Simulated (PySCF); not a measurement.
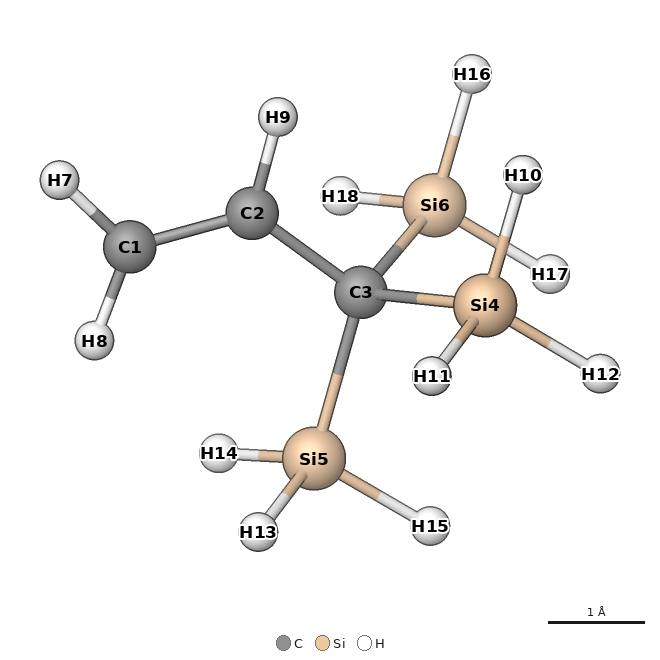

The computed structure is the end point of a PBE0-D3(BJ)/def2-SVP optimisation. No frequency run is at hand to confirm it as a minimum.

> What is the geometry at C2?

C2 has 3 neighbours (C1 at 1.34, C3 at 1.50, H9 at 1.10 Å); the arrangement is trigonal planar.

> Describe the coordination of atom 5.

Si5 has 4 neighbours (C3 at 1.90, H13 at 1.50, H14 at 1.50, H15 at 1.49 Å); the arrangement is tetrahedral.

> Describe the coordination of atom 4.

Si4 has 4 neighbours (C3 at 1.90, H10 at 1.50, H11 at 1.49, H12 at 1.50 Å); the arrangement is tetrahedral.

> Describe the coordination of atom 3.

C3 has 4 neighbours (C2 at 1.50, Si4 at 1.90, Si5 at 1.90, Si6 at 1.90 Å); the arrangement is tetrahedral.

> What is the dihedral angle C1–C2–C3–Si6?

121° in size, that is anticlinal.
